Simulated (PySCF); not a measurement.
# One shape, several levels: CH7AlOSi (SMILES [CH3][AlH][O][SiH3])

Wanted: a comparison of 5 runs (HF/3-21G, HF/def2-SVP, B3LYP/6-31G*, CAM-B3LYP/6-311+G**, PBE0/aug-cc-pVDZ) of CH7AlOSi. Input form: a Python script.

The calculation is run with PySCF 2.14.0.

## Step 1: The structure to begin with

CH7AlOSi: 11 atoms, total charge 0, spin state singlet. SMILES: `[CH3][AlH][O][SiH3]`. The coordinates come from a PBE0-D4/def2-TZVP relaxation. This is one conformer, not always the lowest.

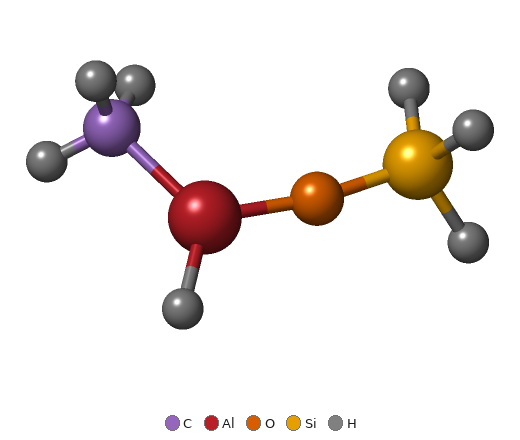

Viewed from a chosen angle; carbon purple, aluminium red, oxygen orange, silicon amber, hydrogen grey.

## Step 2: Energy and gradient at HF/3-21G (run 1)

Input file job.py:

```python
# [CH3][AlH][O][SiH3]
import pyscf.grad
from pyscf import gto, scf

molecule = gto.M(
    atom='''
C     -2.865014     2.904131    -0.807669
Al    -2.169784    -0.324844     0.792551
O      0.770063    -1.555812     0.662160
Si     3.705186    -2.306978     0.214295
H     -1.505356     3.352752    -2.295828
H     -2.772228     4.432164     0.587516
H     -4.765133     2.960256    -1.619495
H     -4.207475    -1.923930     2.286002
H      5.161787    -1.977787     2.596484
H      4.863210    -0.680112    -1.769351
H      3.908143    -4.987743    -0.607547
''',
    verbose=4,
    max_memory=1860,
    charge=0,
    unit='bohr',
    spin=0,
    basis='3-21g',
)

myscf = scf.RHF(molecule)
myscf.conv_tol = 1e-10
myscf.kernel()
if not myscf.converged:
    myscf = myscf.newton().run(myscf.mo_coeff, myscf.mo_occ)

e_final = myscf.e_tot
print(f'total energy: {e_final:.8f} hartree')
grad = myscf.Gradients().kernel()
myscf.analyze()
```

On the command line:

```console
$ OMP_NUM_THREADS=1 python job.py
```

The program printed:

```text
PySCF version 2.14.0

[... 66 lines left out ...]
total energy: -644.26120092 hartree
[... 21 lines left out ...]
MO #2   energy= -58.0634068427633  occ= 2
[... 7 lines left out ...]
MO #10  energy= -3.17194729307501  occ= 2
[... 7 lines left out ...]
MO #18  energy= -0.544669933940328 occ= 2
[... 7 lines left out ...]
MO #26  energy= 0.151208816893784  occ= 0
[... 7 lines left out ...]
MO #34  energy= 0.317959207751671  occ= 0
[... 7 lines left out ...]
MO #42  energy= 0.567439605208823  occ= 0
[... 7 lines left out ...]
MO #50  energy= 1.36124918862945   occ= 0
[... 7 lines left out ...]
MO #58  energy= 3.1309952747858    occ= 0
[... 72 lines left out ...]
Dipole moment(X, Y, Z, Debye): -0.28605,  0.79470, -0.37132
```

It took 2.3 s on 1 thread of Intel Xeon at 2.70GHz, shared host; peak memory 0.13 GiB.

## Step 3: Energy and forces at HF/def2-SVP (run 2)

Input file job.py:

```python
from pyscf import gto

mol = gto.Mole()
mol.atom = [
    ('C', (-1.516100, 1.536800, -0.427400)),
    ('Al', (-1.148200, -0.171900, 0.419400)),
    ('O', (0.407500, -0.823300, 0.350400)),
    ('Si', (1.960700, -1.220800, 0.113400)),
    ('H', (-0.796600, 1.774200, -1.214900)),
    ('H', (-1.467000, 2.345400, 0.310900)),
    ('H', (-2.521600, 1.566500, -0.857000)),
    ('H', (-2.226500, -1.018100, 1.209700)),
    ('H', (2.731500, -1.046600, 1.374000)),
    ('H', (2.573500, -0.359900, -0.936300)),
    ('H', (2.068100, -2.639400, -0.321500)),
]
mol.spin = 0
mol.max_memory = 1860
mol.verbose = 3
mol.basis = 'def2-svp'
mol.build()

myscf = mol.RHF()
myscf.conv_tol = 1e-10
myscf.kernel()
if not myscf.converged:
    myscf = myscf.newton().run(myscf.mo_coeff, myscf.mo_occ)

etot = myscf.e_tot
print('E = %.10f Eh' % etot)
grad = myscf.nuc_grad_method().kernel()
myscf.analyze()
```

On the command line:

```console
$ OMP_NUM_THREADS=1 python job.py
```

The program printed:

```text
converged SCF energy = -647.502551204718
[... 12 lines left out ...]
MO #3   energy= -20.530333251898   occ= 2
[... 11 lines left out ...]
MO #15  energy= -0.740690387846743 occ= 2
[... 11 lines left out ...]
MO #27  energy= 0.161295761053381  occ= 0
[... 11 lines left out ...]
MO #39  energy= 0.481030709002473  occ= 0
[... 11 lines left out ...]
MO #51  energy= 0.75818907404237   occ= 0
[... 11 lines left out ...]
MO #63  energy= 1.17087471291752   occ= 0
[... 11 lines left out ...]
MO #75  energy= 1.91050890472043   occ= 0
[... 11 lines left out ...]
MO #87  energy= 2.47924525472092   occ= 0
[... 11 lines left out ...]
MO #99  energy= 3.6233813912675    occ= 0
[... 12 lines left out ...]
Dipole moment(X, Y, Z, Debye): -0.49842,  0.82127, -0.34209
```

Run time: 8.7 s. Hardware: 1 thread of Intel Xeon at 2.70GHz, shared host; peak memory 0.21 GiB.

Runs 3 to 4 aren't shown in full; the table further down has their settings and results.

## Step 4: Energy and forces at PBE0/aug-cc-pVDZ (run 5)

Input file calc.py:

```python
import pyscf.grad
from pyscf import gto, dft

mol = gto.M(
    atom=[
    ('C', (-1.516100, 1.536800, -0.427400)),
    ('Al', (-1.148200, -0.171900, 0.419400)),
    ('O', (0.407500, -0.823300, 0.350400)),
    ('Si', (1.960700, -1.220800, 0.113400)),
    ('H', (-0.796600, 1.774200, -1.214900)),
    ('H', (-1.467000, 2.345400, 0.310900)),
    ('H', (-2.521600, 1.566500, -0.857000)),
    ('H', (-2.226500, -1.018100, 1.209700)),
    ('H', (2.731500, -1.046600, 1.374000)),
    ('H', (2.573500, -0.359900, -0.936300)),
    ('H', (2.068100, -2.639400, -0.321500)),
],
    verbose=3,
    max_memory=1860,
    charge=0,
    basis='aug-cc-pvdz',
)

mf = dft.RKS(mol)
mf.xc = 'pbe0'
mf.conv_tol = 1e-10
mf.grids.level = 5
mf.kernel()
if not mf.converged:
    mf = mf.newton().run(mf.mo_coeff, mf.mo_occ)

etot = mf.e_tot
print(f'total energy: {etot:.8f} hartree')
grad = mf.Gradients().kernel()
mf.analyze()
```

On the command line:

```console
$ OMP_NUM_THREADS=1 python calc.py
```

The program printed:

```text
converged SCF energy = -649.172054711033
[... 20 lines left out ...]
MO #11  energy= -2.719608599965    occ= 2
[... 18 lines left out ...]
MO #30  energy= 0.0275909928561378 occ= 0
[... 18 lines left out ...]
MO #49  energy= 0.134161605067233  occ= 0
[... 18 lines left out ...]
MO #68  energy= 0.314266472970348  occ= 0
[... 18 lines left out ...]
MO #87  energy= 0.481038685785327  occ= 0
[... 18 lines left out ...]
MO #106 energy= 0.737596002114695  occ= 0
[... 18 lines left out ...]
MO #125 energy= 1.23865475278874   occ= 0
[... 18 lines left out ...]
MO #144 energy= 1.92642959311768   occ= 0
[... 18 lines left out ...]
MO #163 energy= 3.65709671182152   occ= 0
[... 12 lines left out ...]
Dipole moment(X, Y, Z, Debye): -0.63498,  0.89134, -0.32245
```

Wall time 1.8 min (1 thread of Intel Xeon at 2.70GHz, shared host); peak memory 2 GiB.

## Step 5: The series

```
run                               level  integration grid  energy (Eh)  dipole moment (D)  HOMO energy (eV)  LUMO energy (eV)  wall time
  1                            HF/3-21G                 –  -644.261201               0.92            -10.78              2.24      2.3 s
  2                         HF/def2-SVP                 –  -647.502551               1.02            -11.09              2.23      8.7 s
  3  B3LYP/6-31G* (spherical functions)                 5  -649.553745               1.07             -7.51             -0.75       33 s
  4                 CAM-B3LYP/6-311+G**                 5  -649.563887               1.04             -9.31              0.04      2 min
  5                    PBE0/aug-cc-pVDZ                 5  -649.172055               1.14             -7.89             -0.82    1.8 min
```

## Step 6: Summary of results

| quantity | value |
| --- | --- |
| run 5: total energy | -649.17205 Eh |
| run 5: dipole moment | 1.14 D |
| run 5: HOMO energy | -7.89 eV |
| run 5: LUMO energy | -0.82 eV |
| run 5: HOMO–LUMO gap | 7.07 eV |
| run 5: largest force on an atom | 1.366 eV/Å |

In words: The dipole moment (its size) runs from 0.92 D (HF/3-21G) to 1.14 D (PBE0/aug-cc-pVDZ). The two ends differ in method and basis. The HOMO–LUMO gap runs from 6.76 eV (B3LYP/6-31G*) to 13.32 eV (HF/def2-SVP). Totals of different functionals can't be ranked against each other. All runs together took 4.6 min, the longest 2 min.
